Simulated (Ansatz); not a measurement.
The starting structures come from a database of crystals and need not be the phases stable at ambient conditions.

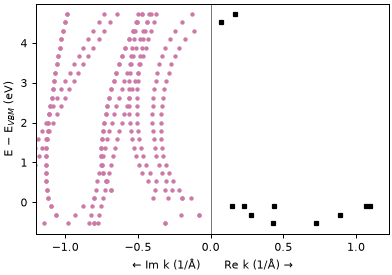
Figure. Complex bands at the centre of the two-dimensional zone; r2SCAN run with Ansatz (a first-principles code)

The gap is the functional's own. No spin-orbit coupling. Mid-gap values are interpolated on the energy grid.

### Question
This is CsI (Fm-3m, rock salt, not sure to be the ambient phase, 2 atoms a cell, 59.6 Å³ an atom) along the normal of (110). Read off the slowest decay at the centre of the two-dimensional zone at 2.21 eV, the computed energy nearest the middle of the gap.

### Answer
κ ≈ 0.34 1/Å, a decay length 1/(2κ) of the density of 1.5 Å.
